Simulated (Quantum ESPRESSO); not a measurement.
# Energy and gap at +3 % biaxial strain: F-GaN-H chair, 1 layer

**Set-up.** Quantum ESPRESSO 7.5 driven by ASE, PBE, GBRV ultrasoft, ESM (bc1); atomic heights clamped; cell area 9.227 Å² at zero strain.

```
strain (%)  energy (meV a cell)  gap on the mesh (eV)
        −3                72.01                 2.154
      −1.5                18.46                 2.250
         0                 0.00                 2.310
      +1.5                12.17                 2.330
```

To predict: What are energy and gap at +3 %, and how stiff is the sheet?

**Fit.** About zero, E'' = (18.46 + 12.17 − 2 × 0.00)/1.5² = 13.61 meV per %² and E' = (12.17 − 18.46)/3 = −2.10 meV per %. With E = A K ε², where K = (C11 + C22)/2 + C12 (C11 + C12 for a hexagonal sheet), K = 13.61 × 10/(2 × 9.227) × 16.02 = 118 N/m. The parabola gives E(+3 %) = 0.00 + 3 × (−2.10) + 4.5 × 13.61 = 55.0 meV. Continuing the last slope, the gap is 2 × 2.330 − 2.310 = 2.350 eV.

**Check.** E = 51.1 meV and the gap 2.311 eV. The parabola misses by +3.8 meV, too high, since bonds soften under tension. The gap's line misses by +0.039 eV: the gap is not linear in strain.

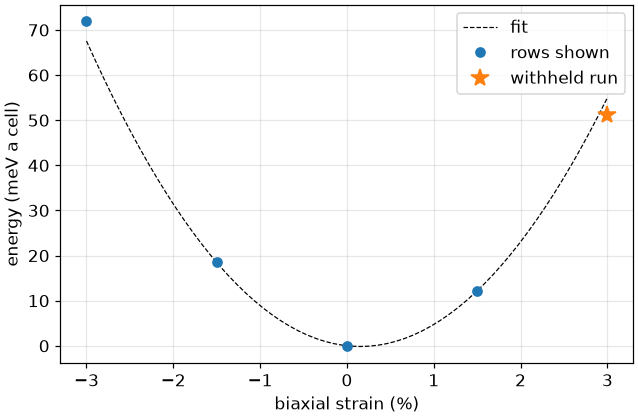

The rows shown, the fit and the withheld run.

**Limits.** Clamped heights stiffen sheets with several planes. Semilocal gap, no spin-orbit coupling.

[Logs are printed without paths, hosts, clocks, repeated set-up lines and the standing remarks that a program may print on its own settings, such as how far it seeks lower states.]
